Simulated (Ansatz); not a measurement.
## A computed series for BaHfO3: pressure series

Take BaHfO3 in the cubic perovskite structure (space group Pm-3m, No. 221) as the base.

```
CELL_PARAMETERS angstrom
      4.15753     0.00000     0.00000
      0.00000     4.15753     0.00000
      0.00000     0.00000     4.15753
ATOMIC_POSITIONS crystal
  Ba 0.50000 0.50000 0.50000
  Hf 0.00000 0.00000 0.00000
  O  0.00000 0.50000 0.00000
  O  0.50000 0.00000 0.00000
  O  0.00000 0.00000 0.50000
```

Cell and atoms are relaxed at each pressure.

Calculations: PBEsol (Ansatz, a first-principles code), no spin-orbit coupling.

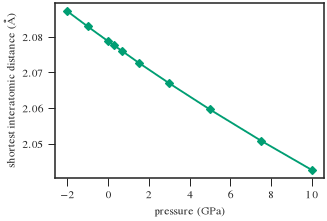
Shortest interatomic distance against pressure

| pressure (GPa) | shortest interatomic distance |
|---|---|
| -2 | 2.087 Å |
| -1 | 2.083 Å |
| 0.3 | 2.078 Å |
| 0.7 | 2.076 Å |
| 1.5 | 2.073 Å |
| 3 | 2.067 Å |
| 5 | 2.060 Å |
| 7.5 | 2.051 Å |
| 10 | 2.043 Å |

Load acts through the strain it causes; cell and atoms are relaxed under it. Stability against distortions was not tested. Competing high-pressure phases were not computed. The base started in P4mm and relaxed to Pm-3m at this level.
